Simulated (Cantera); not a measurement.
Feed: 1 mol H2O, 0.16 mol SO2, 0.077 mol H2, equilibrated at 7.90 bar.

Method: chemical equilibrium by Gibbs-energy minimisation in Cantera with the NASA 1993 tables (ideal gas, pure condensed phases). Candidate condensed phases: H2O, H2SO4, S; 19 gas species. The numbers say what is thermodynamically allowed, not how fast it happens.

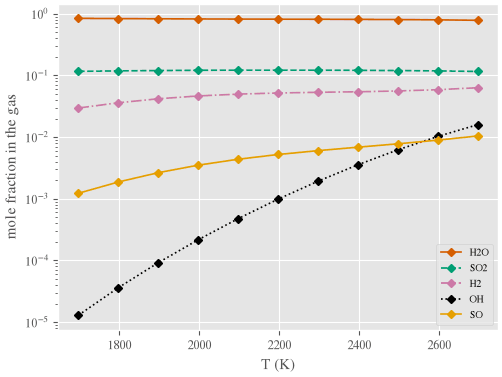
Figure. Equilibrium gas composition (values under 1e-9 drawn at 1e-9)

Problem. Read off the mole fractions at 2598 K.

Solution. H2O about 0.80, SO2 about 0.12, H2 about 0.059, OH about 0.010, SO about 0.0089.
